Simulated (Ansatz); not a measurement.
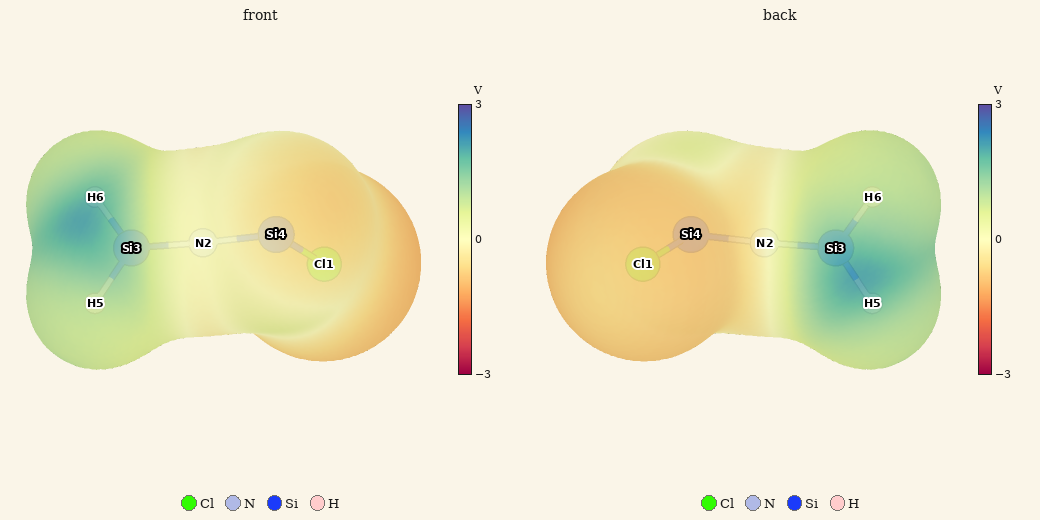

Figure 1: ClH2NSi2 (SMILES [SiH2]=N[Si]Cl). The molecular electrostatic potential painted on the density surface at 0.001 e/bohr³, seen from the front and from behind; the colour scale runs from red (negative) to blue (positive).

Geometry: B3LYP/6-31G*.

Method: isolated molecule in a Gaussian basis; Kohn-Sham density functional theory, functional PBE0 (Ansatz).

```csv
atom,x (Å),y (Å),z (Å)
Cl,-1.5474,1.3007,-2.7008
N,0.2089,0.2909,-0.5151
Si,0.1592,-0.6021,0.8053
Si,0.4419,1.2570,-1.8773
H,0.4171,-2.0602,0.8086
H,-0.0939,-0.0438,2.1532
```

**Describe the electrostatic potential map.**

The most negative region (about −1.0 V) lies over Cl1, the most positive (about +2.0 V) over Si3.
